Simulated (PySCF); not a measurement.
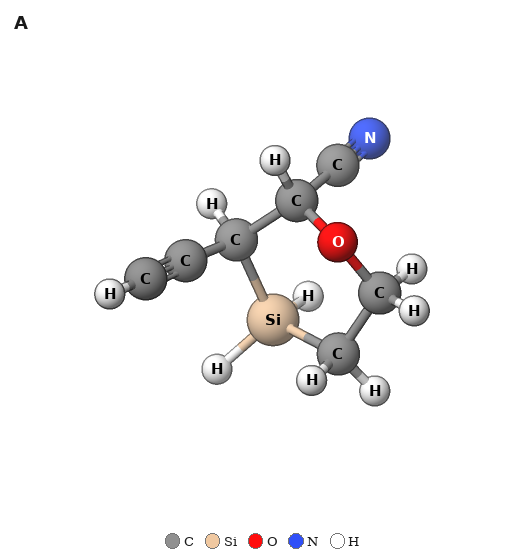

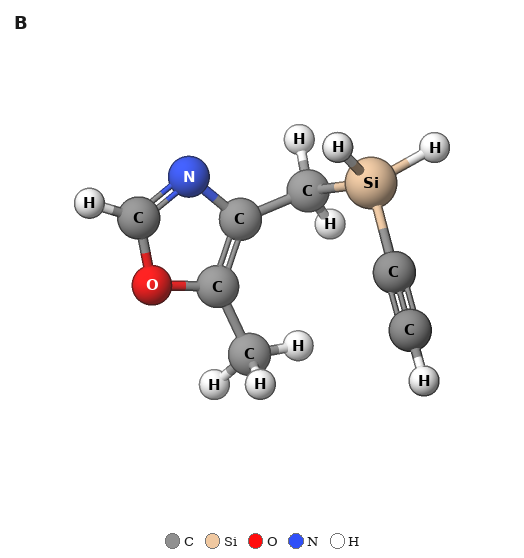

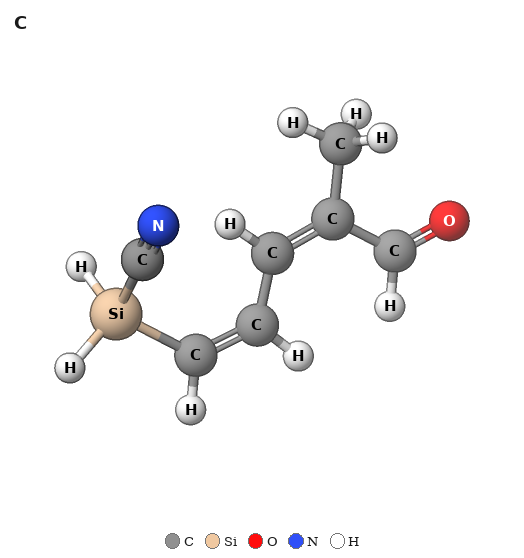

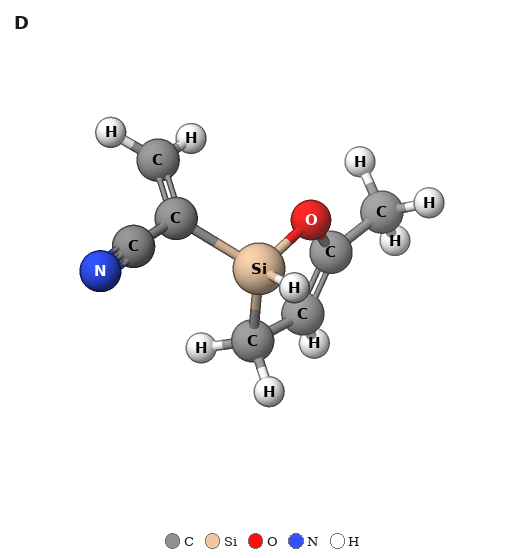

4 stationary structures of one formula. Geometries: GFN2-xTB. Electronic energies: PBE0/pcSseg-1 (PySCF 2.14.0), without zero-point energy. No frequency run is at hand to confirm each as a minimum. Each is one conformer, not always the lowest.

Are they conformers, stereoisomers or constitutional isomers?

They are constitutional isomers of C7H9NOSi: A `C#C[C@@H]1[SiH2]CCO[C@H]1C#N`, B `C#C[SiH2]Cc1ncoc1C`, C `C/C(C=O)=C/C=C\[SiH2]C#N`, D `C=C(C#N)[Si@H]1CC=C(C)O1`.

Which structure is the most stable?

D is lowest; C lies 29.4 kcal/mol above it, B lies 34.9 kcal/mol above it, A lies 59.2 kcal/mol above it.

The geometry is semi-empirical. Around Si such bond lengths and angles can be off by a tenth of an ångström or more and by several degrees, and values that hang on the shape move with them.
